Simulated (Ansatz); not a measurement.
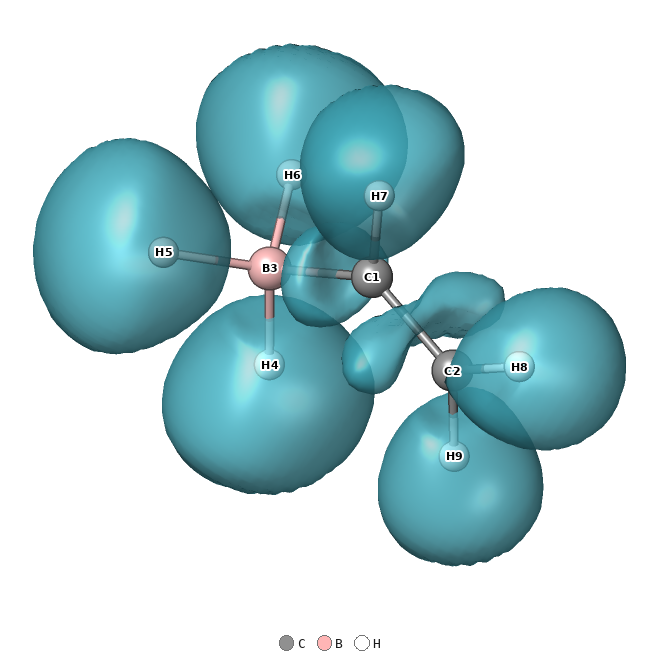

The picture shows: C$_{2}$H$_{6}$B (SMILES [BH3-]C=C) (charge −1). Isosurface of the ELF at 0.8 (cyan), seen at an oblique angle. Only the valence region is drawn (cores and ρ < 0.01 e/Å³ removed).

Geometry: PBE0-D3(BJ)/def2-SVPD.

Theory: isolated molecule in a Gaussian basis; Kohn-Sham density functional theory, functional PBE0 (Ansatz).

The calculation's input:

```
crystal:
  periodic: [false, false, false]
  atoms:
    - symbol: C
      position_ang: [-1.112415, -0.748715, 1.208783]
    - symbol: C
      position_ang: [0.188560, -0.518981, 1.468409]
    - symbol: B
      position_ang: [-2.172232, -1.625476, 2.037148]
    - symbol: H
      position_ang: [-1.654758, -2.136544, 3.048531]
    - symbol: H
      position_ang: [-3.135769, -0.904698, 2.374432]
    - symbol: H
      position_ang: [-2.636411, -2.522600, 1.301371]
    - symbol: H
      position_ang: [-1.482421, -0.254152, 0.290683]
    - symbol: H
      position_ang: [0.827822, 0.104095, 0.827190]
    - symbol: H
      position_ang: [0.668967, -0.956991, 2.352637]
basis:
  gaussian: {orbitals: def2-TZVPD}
total_charge: -1
hamiltonian: {xc: {name: PBE0}}
output: {forces: true, orbitals: {seedname: orbitals}}
```

Command:

```sh
ansatz run input.yaml --threads 2 --pin off --max-ram 4350MiB --events-out events.jsonl --progress --plain --runs-dir runs
```

Q: Describe the localisation domains.

A: At this value the surface marks out one region between bonded B–C atoms (shared pairs), one region between bonded C–C atoms (shared pairs) and six regions around hydrogen nuclei.

Values along the shortest contacts:
C–C (1.35 Å): the ELF peaks at about 0.95 between the atoms; a covalent bond. C–B (1.61 Å): the ELF peaks at about 1 between the atoms, as expected for a shared electron pair.
